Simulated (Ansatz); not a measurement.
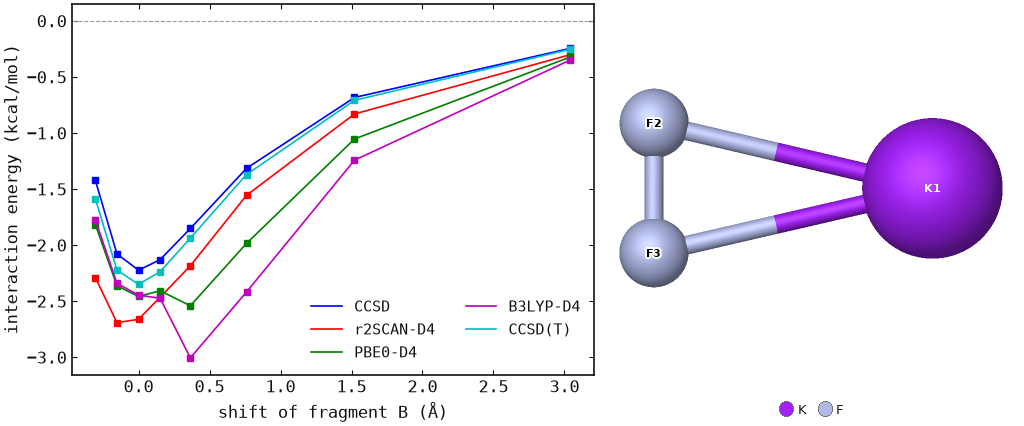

Interaction curve of the pair K⁺ (A) and F₂ (B), from the arrangement drawn (closest contact, H···H pairs aside, K1···F2 3.04 Å and its like; others can bind more strongly), without the energy that it costs to deform the partners. The Ansatz code 0.2.0, def2-TZVPPD, cores frozen in correlated methods. Fragment B of a pair is moved rigidly from the minimum (PBE0-D4/def2-TZVP) along the line between the fragments' mean atom positions; interaction energies with counterpoise. The outer core of Li, Na, Mg and K is correlated. Straight lines join the computed points.

> Order the curves at 0.37 Å, where they differ most.

B3LYP-D4 −3.01, PBE0-D4 −2.54, r2SCAN-D4 −2.18, CCSD(T) −1.94, CCSD −1.85 kcal/mol, from lowest to highest.

> Give the values at the computed points.

In kcal/mol:
```csv
shift of fragment B (Å),CCSD,r2SCAN-D4,PBE0-D4,B3LYP-D4,CCSD(T)
−0.30,−1.42,−2.29,−1.82,−1.77,−1.59
−0.15,−2.08,−2.69,−2.36,−2.34,−2.22
0.00,−2.22,−2.66,−2.46,−2.45,−2.35
0.15,−2.13,−2.46,−2.41,−2.47,−2.24
0.37,−1.85,−2.18,−2.54,−3.01,−1.94
0.76,−1.32,−1.56,−1.98,−2.42,−1.37
1.52,−0.68,−0.83,−1.05,−1.24,−0.71
3.04,−0.25,−0.30,−0.32,−0.35,−0.25
```

Note: restricted reference unstable towards unrestricted.
